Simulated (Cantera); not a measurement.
Charge: 1 mol B, 6.3 mol NH₃, 4.9 mol N₂, 1.1 mol O₂, at 14.3 Torr.

Method: chemical equilibrium by Gibbs-energy minimisation in Cantera with the NASA 1993 tables (ideal gas, pure condensed phases). Candidate condensed phases: B, BN, B₂O₃, B₃O₃H₃, H₂O; 39 gas species. Gases not in the tables: H₃BO₃. Rates play no part.

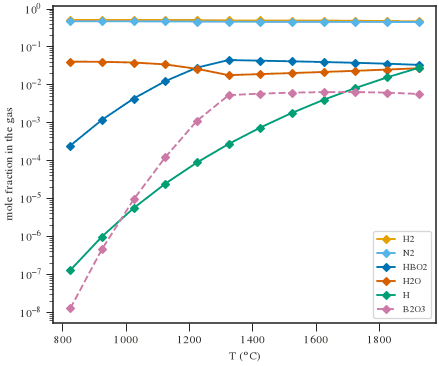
Figure. Equilibrium gas composition (values under 1e-9 drawn at 1e-9)

Question: Read off the mole fractions at 1325 °C.

Answer: H₂ about 0.48, N₂ about 0.45, HBO₂ about 0.044, H₂O about 0.018, B₂O₃ about 0.0052, H about 0.00027.
